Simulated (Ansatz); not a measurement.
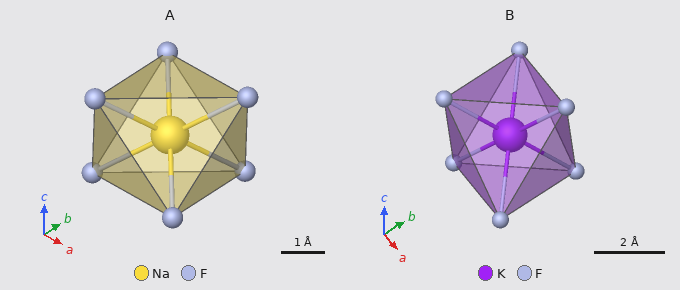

Coordination polyhedra in KNaF₂ (R-3m). The shape measure S (0 to 100) is the computed least-squares distance from an ideal polyhedron; S = 0 means ideal. Origin: the geometry relaxed with DFT PBE, scalar-relativistic, plane waves, PAW in Ansatz 0.2.0; the starting structure was generated, so it need not be a known form of this composition.

Which coordination does each panel show?

A. NaF6: a slightly distorted octahedron (coordination number 6, S = 0.28; next best trigonal prism, S = 16.5); mean bond 2.43 Å.
B. KF6: a slightly distorted octahedron (coordination number 6, S = 0.37; next best trigonal prism, S = 15.3); mean bond 2.64 Å.
